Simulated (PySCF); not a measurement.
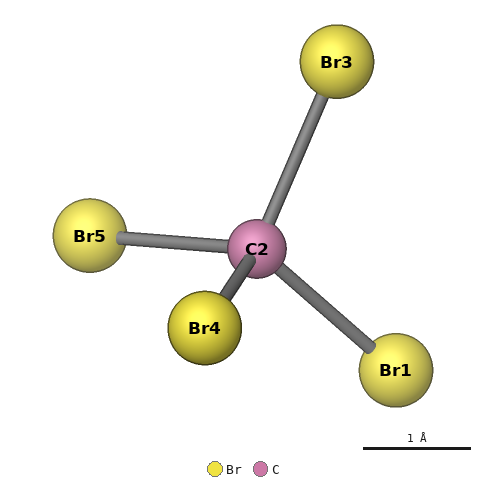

The geometry was computed by an optimisation with PBE0-D3(BJ)/def2-SVP. No frequency run is at hand to confirm it as a minimum.

Which atoms are bonded, and how long are the bonds?

| bond | length (Å) | order |
| --- | --- | --- |
| Br1–C2 | 1.935 | single |
| C2–Br3 | 1.935 | single |
| C2–Br4 | 1.935 | single |
| C2–Br5 | 1.935 | single |
